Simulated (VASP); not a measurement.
Band structure of Tl2Te3 (space group P-3m1). All values below come from PBE GGA, VASP's PBE PAW potentials (set 64) (plane waves; VASP).

Unless said otherwise, spin-orbit coupling is left out, though it shifts the bands of the heavy elements here.

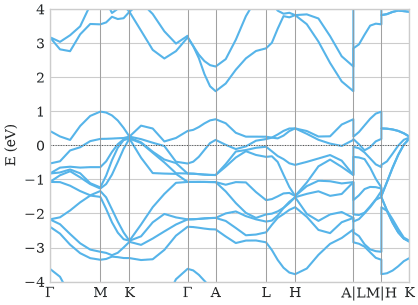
Figure: Bands along high-symmetry lines, zero at the valence-band maximum or, without a gap, the Fermi level

Task: Read the plot: is there a gap, and where are the band edges?

Result: It has no gap at this level: it comes out as a metal or semimetal.

The structure was generated: Tl2Te3 was put into an ordered model structure, which need not be its known phase. The cell was not relaxed at this level. The k-mesh is coarse (spacing up to 0.47 per Å, 2π included), so the numbers may not be converged in it.
